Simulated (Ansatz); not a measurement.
# InH₃+ (doublet): one geometry, many settings at distance In1–H3 = 1.669 Å

What do other methods and options give for InH₃+ (doublet) at this geometry, and how long do they take?

Program: Ansatz 0.2.0, Gaussian basis. Level of theory: the settings change from run to run. These are calculated values, not measurements.

39 further runs of the same task are left out: 21 for a known fault of the program, 15 that didn't finish, 3 set aside as unsound or not needed.

**1. The geometry**

The geometry derives from a PBE0/def2-TZVP stationary point (not a proven minimum). One bond is set to the value named and the two fragments are kept rigid. No spin-orbit coupling is included. Elements past krypton take def2 core potentials.

4 atoms, charge 1, spin multiplicity 2.

Atoms are counted from 1 here; the program's logs count them from 0.

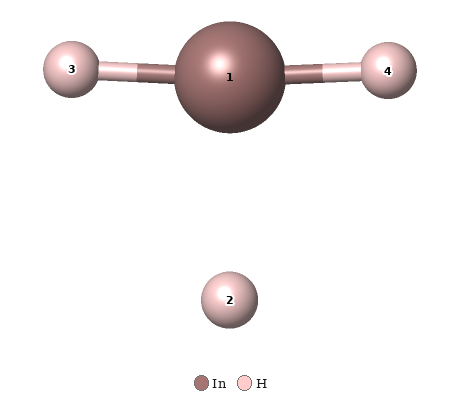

The geometry (indium brown, hydrogen pink); atoms are numbered from 1 in the order of the file.

**2. NEVPT2(1,5)/def2-SVP**

in.yaml

```yaml
crystal:
  periodic: [false, false, false]
  atoms:
    - {symbol: In, position_ang: [0.000000, -0.018790, 0.000553]}
    - {symbol: H, position_ang: [0.000000, 2.333049, -0.068435]}
    - {symbol: H, position_ang: [0.000000, -0.144290, -1.663229]}
    - {symbol: H, position_ang: [0.000000, -0.048336, 1.668675]}
basis:
  gaussian: {orbitals: def2-SVP}
total_charge: 1
magnetization: {spin_polarized: false, initial_magnetization: 1}
correlation: {method: sc_nevpt2, electrons: valence, active_space: {window: {electrons: 1, orbitals: 5}}}
```

The run is started by

```
ansatz run in.yaml --threads 1 --pin off --events-out ev --progress --plain --max-ram 2393MiB
```

Log:

```text
Functional definition: HF
  name "HF"
  cite "Fock, Z. Phys. 61, 126 (1930) doi:10.1007/BF01340294"
  parent pbe
  exchange = exact_x
  correlation = 0
492 factors; integrals over basis functions are off by at most 6.8e-4 eV
mean field evaluation 1: about -5185.2546 eV, gradient 8.2e0 eV
mean field evaluation 2: about -5185.2707 eV, gradient 8.2e0 eV
mean field evaluation 4: about -5186.1736 eV, gradient 4.3e-1 eV
mean field evaluation 8: about -5186.1748 eV, gradient 2.2e-2 eV
mean field -5186.17482407 eV, -190.5884094689 hartree, gradient 2.7e-6 eV, S^2 0.750000; 0 other end points of the search recorded, 0 dependent functions left out
reference -5186.17482407 eV, -190.5884094689 hartree; 12, 11 occupied and 29, 30 virtual orbitals, 492 factors
state -5186.17482407 eV, -190.5884094689 hartree
state -5186.17482407 eV, -190.5884094689 hartree; corrected -5188.18255197 eV, -190.6621921086 hartree
WARN: 4 active orbitals are nearly empty or full. The corrections depend on them more than the energy does, and are more stable in an active space without them
Total energy: -5188.18255197 eV, -190.6621921086 hartree
```

Run time: 1.3 s. Hardware: 1 thread of Intel Xeon 6975P-C, shared host.

From the report: 4 determinants; active occupations 1.00, 0.00, 0.00, 0.00, 0.00. The report marks this result as in doubt.

**3. BCCD(T) on UHF/def2-TZVP**

in.yaml

```yaml
crystal:
  periodic: [false, false, false]
  atoms:
    - {symbol: In, position_ang: [0.000000, -0.018790, 0.000553]}
    - {symbol: H, position_ang: [0.000000, 2.333049, -0.068435]}
    - {symbol: H, position_ang: [0.000000, -0.144290, -1.663229]}
    - {symbol: H, position_ang: [0.000000, -0.048336, 1.668675]}
basis:
  gaussian: {orbitals: def2-TZVP}
total_charge: 1
magnetization: {spin_polarized: true, initial_magnetization: 1}
correlation: {method: bccd_t, electrons: outside_noble_gas}
```

Same command.

Log (excerpt; [...] marks lines left out):

```text
Functional definition: HF
  name "HF"
  cite "Fock, Z. Phys. 61, 126 (1930) doi:10.1007/BF01340294"
  parent pbe
[...]
639 factors; integrals over basis functions are off by at most 9.1e-4 eV
[...]
mean field -5186.43426207 eV, -190.5979436396 hartree, gradient 1.8e-6 eV, S^2 0.751783; 0 other end points of the search recorded, 0 dependent functions left out
9 core orbitals not correlated: weight in the atoms' cores, before any rotation towards them, 0.991 or more for the frozen orbitals, at most 0.005 for the correlated occupied ones
reference -5186.43426207 eV, -190.5979436396 hartree; 3, 2 occupied and 56, 57 virtual orbitals, 639 factors
second order -1.44218491 eV of doubles, -0.00000000 eV of singles
cycle   1  -1.74134038 eV  change   -3.0e-1 eV  update   4.7e-2
[...]
cycle  10  -1.88776387 eV  change   -4.5e-6 eV  update   4.0e-6
perturbative correction -0.02413773 eV, -0.0008870452 hartree
Total energy: -5188.34616367 eV, -190.6682047276 hartree
```

Wall time 2.3 s (1 thread of Intel Xeon 6975P-C, shared host); peak memory 0.27 GiB.

From the report: ⟨S²⟩ of the determinant 0.752 (pure doublet: 0.75); correlation -1.9119 eV; largest double amplitude 0.07.

**4. HF/def2-SVP**

in.yaml: that of step 3 with these lines changed.

```diff
@@ -8,5 +8,6 @@
 basis:
-  gaussian: {orbitals: def2-TZVP}
+  gaussian: {orbitals: def2-SVP}
 total_charge: 1
 magnetization: {spin_polarized: true, initial_magnetization: 1}
-correlation: {method: bccd_t, electrons: outside_noble_gas}
+hamiltonian: {xc: hf}
+output: {forces: true, orbitals: {seedname: orbitals}}
```

The command is unchanged.

Log (excerpt; [...] marks lines left out):

```text
Functional definition: HF
  name "HF"
  cite "Fock, Z. Phys. 61, 126 (1930) doi:10.1007/BF01340294"
  parent pbe
[...]
492 factors; integrals over basis functions are off by at most 6.8e-4 eV
[...]
mean field -5186.18424639 eV, -190.5887557327 hartree, gradient 2.9e-5 eV, S^2 0.751663; 0 other end points of the search recorded, 0 dependent functions left out
[...]
reference -5186.18424639 eV, -190.5887557327 hartree; 12, 11 occupied and 29, 30 virtual orbitals, 492 factors
Total energy: -5186.18424639 eV, -190.5887557327 hartree
Atom 0 at     0.000000    -0.018790     0.000553 Å, force    -0.000000    -0.241854     0.005010 eV/Å
Atom 1 at     0.000000     2.333049    -0.068435 Å, force     0.000000     0.263096    -0.007528 eV/Å
Atom 2 at     0.000000    -0.144290    -1.663229 Å, force    -0.000000    -0.014132    -0.117543 eV/Å
Atom 3 at     0.000000    -0.048336     1.668675 Å, force     0.000000    -0.007110     0.120061 eV/Å
Dipole moment:    -0.000000     0.151095    -0.004394 e Å
```

Run time: 0.39 s. Hardware: 1 thread of Intel Xeon 6975P-C, shared host.

From the report: ⟨S²⟩ of the determinant 0.752 (pure doublet: 0.75).

**5. CCSD(T)/def2-SVP**

in.yaml: that of step 4 with these lines changed.

```diff
@@ -8,6 +8,8 @@
 basis:
-  gaussian: {orbitals: def2-SVP}
+  gaussian: {orbitals: def2-SVP, point_charges: [{charge: 1.00, position_ang: [4.791, -0.445, 0.455]}]}
 total_charge: 1
 magnetization: {spin_polarized: true, initial_magnetization: 1}
-hamiltonian: {xc: hf}
-output: {forces: true, orbitals: {seedname: orbitals}}
+hamiltonian: {xc: {name: r2SCAN}}
+correlation: {method: ccsd_t, electrons: outside_noble_gas, diis_vectors: 2}
+scf: {omitted_lower_state_checks: [cluster_reference]}
+output: {forces: true}
```

The command is unchanged.

Log (excerpt; [...] marks lines left out):

```text
Functional definition: r2SCAN
  name "r2SCAN"
  cite "Furness, Kaplan, Ning, Perdew & Sun, J. Phys. Chem. Lett. 11, 8208 (2020) doi:10.1021/acs.jpclett.0c02405"
  cite "Furness, Kaplan, Ning, Perdew & Sun, J. Phys. Chem. Lett. 11, 9248 (2020) doi:10.1021/acs.jpclett.0c03077"
  parent r2scan
[...]
492 factors; integrals over basis functions are off by at most 6.8e-4 eV
[...]
mean field -5210.64733301 eV, -191.4877575845 hartree, gradient 3.0e-6 eV, S^2 0.751769; 0 other end points of the search recorded, 0 dependent functions left out
9 core orbitals not correlated: weight in the atoms' cores, before any rotation towards them, 0.993 or more for the frozen orbitals, at most 0.005 for the correlated occupied ones
reference -5182.75725820 eV, -190.4628162398 hartree; 3, 2 occupied and 29, 30 virtual orbitals, 492 factors
second order -1.40054539 eV of doubles, -0.22980437 eV of singles
cycle   1  -1.92087661 eV  change   -2.9e-1 eV  update   4.6e-2
[...]
cycle  13  -2.05070033 eV  change    8.7e-7 eV  update   5.9e-7
perturbative correction -0.02127358 eV, -0.0007817895 hartree
[...]
Total energy: -5184.82923211 eV, -190.5389598766 hartree
Atom 0 at     0.000000    -0.018790     0.000553 Å, force    -0.814607    -0.003379    -0.076453 eV/Å
Atom 1 at     0.000000     2.333049    -0.068435 Å, force    -0.023585     0.140698    -0.006290 eV/Å
Atom 2 at     0.000000    -0.144290    -1.663229 Å, force     0.112866    -0.046701    -0.436669 eV/Å
Atom 3 at     0.000000    -0.048336     1.668675 Å, force     0.132741    -0.022548     0.455841 eV/Å
Dipole moment:    -0.123767     0.167893    -0.019381 e Å
Checks for a lower state left out: cluster_reference
```

Wall time 3.2 s (1 thread of Intel Xeon 6975P-C, shared host).

From the report: ⟨S²⟩ of the determinant 0.752 (pure doublet: 0.75); correlation -2.0720 eV; T1 0.039; largest double amplitude 0.07. The orbitals are Kohn-Sham ones, so correlation energy and T1 don't compare with those on Hartree-Fock orbitals.

**6. CCSD on UHF/def2-SVPD**

in.yaml

```yaml
crystal:
  periodic: [false, false, false]
  atoms:
    - {symbol: In, position_ang: [0.000000, -0.018790, 0.000553]}
    - {symbol: H, position_ang: [0.000000, 2.333049, -0.068435]}
    - {symbol: H, position_ang: [0.000000, -0.144290, -1.663229]}
    - {symbol: H, position_ang: [0.000000, -0.048336, 1.668675]}
basis:
  gaussian: {orbitals: def2-SVPD}
total_charge: 1
magnetization: {spin_polarized: true, initial_magnetization: 1}
correlation: {method: ccsd, electrons: valence}
scf: {omitted_lower_state_checks: [cluster_reference]}
output: {forces: true}
```

The command is unchanged.

Log (excerpt; [...] marks lines left out):

```text
Functional definition: HF
  name "HF"
  cite "Fock, Z. Phys. 61, 126 (1930) doi:10.1007/BF01340294"
  parent pbe
[...]
663 factors; integrals over basis functions are off by at most 3.5e-4 eV
[...]
mean field -5186.21562837 eV, -190.5899089993 hartree, gradient 2.4e-6 eV, S^2 0.751774; 0 other end points of the search recorded, 0 dependent functions left out
4 core orbitals not correlated: weight in the atoms' cores, before any rotation towards them, 1.000 or more for the frozen orbitals, at most 0.000 for the correlated occupied ones
reference -5186.21562837 eV, -190.5899089993 hartree; 8, 7 occupied and 44, 45 virtual orbitals, 663 factors
second order -2.20915095 eV of doubles, -0.00000000 eV of singles
cycle   1  -2.53784284 eV  change   -3.3e-1 eV  update   5.4e-2
[...]
cycle  12  -2.72369037 eV  change   -5.7e-7 eV  update   7.1e-7
[...]
Total energy: -5188.93931874 eV, -190.6900027742 hartree
Atom 0 at     0.000000    -0.018790     0.000553 Å, force     0.000000    -0.111499     0.001432 eV/Å
Atom 1 at     0.000000     2.333049    -0.068435 Å, force     0.000000     0.123913    -0.003493 eV/Å
Atom 2 at     0.000000    -0.144290    -1.663229 Å, force     0.000000    -0.010222    -0.136309 eV/Å
Atom 3 at     0.000000    -0.048336     1.668675 Å, force    -0.000000    -0.002192     0.138371 eV/Å
Dipole moment:    -0.000000     0.167618    -0.004908 e Å
Checks for a lower state left out: cluster_reference
```

It took 5.5 s on 1 thread of Intel Xeon 6975P-C, shared host; peak memory 0.26 GiB.

From the report: ⟨S²⟩ of the determinant 0.752 (pure doublet: 0.75); correlation -2.7237 eV; T1 0.010; largest double amplitude 0.06.

**7. MRCISD+Q(3,7)/def2-SVP**

in.yaml

```yaml
crystal:
  periodic: [false, false, false]
  atoms:
    - {symbol: In, position_ang: [0.000000, -0.018790, 0.000553]}
    - {symbol: H, position_ang: [0.000000, 2.333049, -0.068435]}
    - {symbol: H, position_ang: [0.000000, -0.144290, -1.663229]}
    - {symbol: H, position_ang: [0.000000, -0.048336, 1.668675]}
basis:
  gaussian: {orbitals: def2-SVP}
total_charge: 1
magnetization: {spin_polarized: false, initial_magnetization: 1}
correlation: {method: fic_mrcisd_q, electrons: outside_noble_gas, active_space: {window: {electrons: 3, orbitals: 7}, states: [{multiplicity: 2, weights: [0.5, 1, 1]}], root: 1}}
```

Launched as before.

Log (excerpt; [...] marks lines left out):

```text
Functional definition: HF
  name "HF"
  cite "Fock, Z. Phys. 61, 126 (1930) doi:10.1007/BF01340294"
  parent pbe
[...]
871 factors; integrals over basis functions are off by at most 2.3e-7 eV
[...]
mean field -5186.17489984 eV, -190.5884122536 hartree, gradient 2.9e-6 eV, S^2 0.750000; 0 other end points of the search recorded, 0 dependent functions left out
reference -5186.17489984 eV, -190.5884122536 hartree; 12, 11 occupied and 29, 30 virtual orbitals, 871 factors
state -5186.71608205 eV, -190.6083003331 hartree
state -5181.93570233 eV, -190.4326246186 hartree
state -5180.11862376 eV, -190.3658482126 hartree
contracted CI cycle   1: correlation 0.00000000 eV, 0.0000000000 hartree, residual 7.64e0 eV
contracted CI cycle   2: correlation -1.08841182 eV, -0.0399983966 hartree, residual 2.07e0 eV
[...]
contracted CI cycle   4: correlation -1.38360514 eV, -0.0508465510 hartree, residual 5.60e-1 eV
contracted CI cycle   5: correlation -1.39509160 eV, -0.0512686705 hartree, residual 3.31e-1 eV
contracted CI cycle   6: correlation -1.39872874 eV, -0.0514023332 hartree, residual 2.30e-1 eV
contracted CI cycle   7: correlation -1.40022690 eV, -0.0514573895 hartree, residual 1.21e-1 eV
contracted CI cycle   8: correlation -1.40060039 eV, -0.0514711151 hartree, residual 5.23e-2 eV
contracted CI cycle   9: correlation -1.40066099 eV, -0.0514733421 hartree, residual 1.92e-2 eV
contracted CI cycle  10: correlation -1.40066821 eV, -0.0514736074 hartree, residual 6.48e-3 eV
contracted CI cycle  11: correlation -1.40066914 eV, -0.0514736417 hartree, residual 2.47e-3 eV
contracted CI cycle  12: correlation -1.40066928 eV, -0.0514736466 hartree, residual 1.01e-3 eV
state -5180.11862376 eV, -190.3658482126 hartree; corrected -5181.64206958 eV, -190.4218338140 hartree
Total energy: -5184.06548521 eV, -190.5108926958 hartree
```

Run time: 7.5 s. Hardware: 1 thread of Intel Xeon 6975P-C, shared host.

From the report: 75 determinants; active occupations (of the averaged states) 1.36, 1.13, 0.40, 0.09, 0.02, 0.00, 0.00.

**8. CASCI(1,4)/def2-SVP**

in.yaml

```yaml
crystal:
  periodic: [false, false, false]
  atoms:
    - {symbol: In, position_ang: [0.000000, -0.018790, 0.000553]}
    - {symbol: H, position_ang: [0.000000, 2.333049, -0.068435]}
    - {symbol: H, position_ang: [0.000000, -0.144290, -1.663229]}
    - {symbol: H, position_ang: [0.000000, -0.048336, 1.668675]}
basis:
  gaussian: {orbitals: def2-SVP, point_charges: [{charge: 1.00, position_ang: [3.899, -0.301, 0.373]}]}
total_charge: 1
magnetization: {spin_polarized: false, initial_magnetization: 1}
correlation: {active_space: {window: {electrons: 1, orbitals: 4}, fixed_orbitals: true, states: [{multiplicity: 2, weights: [1, 0.5, 1, 1]}]}}
scf: {lower_state_search: off}
output: {forces: true}
```

The command is unchanged.

Log (excerpt; [...] marks lines left out):

```text
Functional definition: HF
  name "HF"
  cite "Fock, Z. Phys. 61, 126 (1930) doi:10.1007/BF01340294"
  parent pbe
[...]
871 factors; integrals over basis functions are off by at most 2.3e-7 eV
[...]
mean field -5182.54284064 eV, -190.4549365399 hartree, gradient 8.9e-7 eV, S^2 0.750000; 0 other end points of the search recorded, 0 dependent functions left out
reference -5182.54284064 eV, -190.4549365399 hartree; 12, 11 occupied and 29, 30 virtual orbitals, 871 factors
state -5182.54284064 eV, -190.4549365399 hartree
state -5173.71868660 eV, -190.1306548602 hartree
state -5171.87650366 eV, -190.0629558858 hartree
state -5170.63076622 eV, -190.0171758790 hartree
[...]
Total energy: -5174.83127252 eV, -190.1715416385 hartree
Atom 0 at     0.000000    -0.018790     0.000553 Å, force    -1.132730    -3.040940    -0.004920 eV/Å
Atom 1 at     0.000000     2.333049    -0.068435 Å, force    -0.249312     2.277967    -0.102862 eV/Å
Atom 2 at     0.000000    -0.144290    -1.663229 Å, force     0.345393     0.469172    -0.967210 eV/Å
Atom 3 at     0.000000    -0.048336     1.668675 Å, force     0.383971     0.505452     0.991344 eV/Å
Dipole moment:    -0.201390     1.349510    -0.065235 e Å
Checks for a lower state left out: starts, cluster_reference, orbital_swaps, neighbouring_geometries, increment
```

It took 1.6 s on 1 thread of Intel Xeon 6975P-C, shared host.

From the report: 4 determinants; active occupations (of the averaged states) 0.29, 0.29, 0.29, 0.14.

**9. CCSDT on UHF/def2-SVP**

in.yaml

```yaml
crystal:
  periodic: [false, false, false]
  atoms:
    - {symbol: In, position_ang: [0.000000, -0.018790, 0.000553]}
    - {symbol: H, position_ang: [0.000000, 2.333049, -0.068435]}
    - {symbol: H, position_ang: [0.000000, -0.144290, -1.663229]}
    - {symbol: H, position_ang: [0.000000, -0.048336, 1.668675]}
basis:
  gaussian: {orbitals: def2-SVP}
total_charge: 1
magnetization: {spin_polarized: true, initial_magnetization: 1}
correlation: {method: ccsdt, electrons: outside_noble_gas}
```

Same command.

Log (excerpt; [...] marks lines left out):

```text
Functional definition: HF
  name "HF"
  cite "Fock, Z. Phys. 61, 126 (1930) doi:10.1007/BF01340294"
  parent pbe
[...]
871 factors; integrals over basis functions are off by at most 2.3e-7 eV
[...]
mean field -5186.18432207 eV, -190.5887585142 hartree, gradient 2.4e-6 eV, S^2 0.751663; 0 other end points of the search recorded, 0 dependent functions left out
9 core orbitals not correlated: weight in the atoms' cores, before any rotation towards them, 0.992 or more for the frozen orbitals, at most 0.005 for the correlated occupied ones
reference -5186.18432207 eV, -190.5887585142 hartree; 3, 2 occupied and 29, 30 virtual orbitals, 871 factors
second order -1.28694402 eV of doubles, -0.00000000 eV of singles
cycle   1  -1.58124569 eV  change   -2.9e-1 eV  update   4.8e-2
[...]
cycle  14  -1.75503462 eV  change    1.5e-7 eV  update   3.1e-7
Total energy: -5187.93935669 eV, -190.6532548468 hartree
```

It took 1.9 s on 1 thread of Intel Xeon 6975P-C, shared host.

From the report: ⟨S²⟩ of the determinant 0.752 (pure doublet: 0.75); correlation -1.7550 eV; T1 0.014; largest double amplitude 0.08.

**10. CISD/def2-SVP**

in.yaml: that of step 9 with these lines changed.

```diff
@@ -10,3 +10,6 @@
 total_charge: 1
-magnetization: {spin_polarized: true, initial_magnetization: 1}
-correlation: {method: ccsdt, electrons: outside_noble_gas}
+magnetization: {spin_polarized: false, initial_magnetization: 1}
+correlation: {active_space: {ras: {orbitals: [11, 1, 29], electrons: 23, max_holes: 2, max_particles: 2}, fixed_orbitals: true}}
+accuracy: high
+scf: {lower_state_search: off}
+output: {forces: true}
```

Same command.

Log (excerpt; [...] marks lines left out):

```text
Functional definition: HF
  name "HF"
  cite "Fock, Z. Phys. 61, 126 (1930) doi:10.1007/BF01340294"
  parent pbe
[...]
965 factors; integrals over basis functions are off by at most 3.1e-9 eV
[...]
mean field -5186.17489987 eV, -190.5884122545 hartree, gradient 1.6e-8 eV, S^2 0.750000; 0 other end points of the search recorded, 0 dependent functions left out
reference -5186.17489987 eV, -190.5884122545 hartree; 12, 11 occupied and 29, 30 virtual orbitals, 965 factors
state -5189.03994915 eV, -190.6937008736 hartree
[...]
Total energy: -5189.03994915 eV, -190.6937008736 hartree
Atom 0 at     0.000000    -0.018790     0.000553 Å, force    -0.000000    -0.099746     0.001048 eV/Å
Atom 1 at     0.000000     2.333049    -0.068435 Å, force     0.000000     0.115442    -0.003230 eV/Å
Atom 2 at     0.000000    -0.144290    -1.663229 Å, force     0.000000    -0.010846    -0.100593 eV/Å
Atom 3 at     0.000000    -0.048336     1.668675 Å, force    -0.000000    -0.004850     0.102775 eV/Å
Dipole moment:    -0.000000     0.149667    -0.004366 e Å
Checks for a lower state left out: starts, cluster_reference, orbital_swaps, neighbouring_geometries, increment
```

Wall time 18 s (1 thread of Intel Xeon 6975P-C, shared host).

From the report: 135,792 determinants.

**11. The runs in one table**

Where basis and cores are those of an earlier FCI/def2-SVP run (-5187.9387 eV), and the state is the same kind, the miss against it is given. † marks a result that the program doubts.

```
                                                              level         correlated  functions  energy (eV)  from FCI (meV)    time
                                             NEVPT2(1,5)/def2-SVP †            valence         41   -5188.1826                   1.3 s
                                           BCCD(T) on UHF/def2-TZVP  outside noble gas         68   -5188.3462                   2.3 s
                                                        HF/def2-SVP                            41   -5186.1842          1754.5  0.39 s
       CCSD(T)/def2-SVP (beside a point charge, on r2SCAN orbitals)  outside noble gas         41   -5184.8292                   3.2 s
                                              CCSD on UHF/def2-SVPD            valence         56   -5188.9393                   5.5 s
              MRCISD+Q(3,7)/def2-SVP (excited root 1 of an average)  outside noble gas         41   -5184.0655                   7.5 s
CASCI(1,4)/def2-SVP (mean of several states, beside a point charge)                            41   -5174.8313                   1.6 s
                                              CCSDT on UHF/def2-SVP  outside noble gas         41   -5187.9394            -0.7   1.9 s
                                                      CISD/def2-SVP                all         41   -5189.0399                    18 s
```

**12. Outcome**

| quantity | value |
| --- | --- |
| runs | 9 |
| quickest | HF/def2-SVP, 0.39 s |
| slowest | CISD/def2-SVP, 18 s |

What this shows: Total energies in different bases, with other cores or another treatment of relativity can't be set against each other. CISD/def2-SVP took 46 times as long as HF/def2-SVP; the jobs differ in more than the method. Hartree-Fock, CASSCF and CASCI lack dynamic correlation by design.
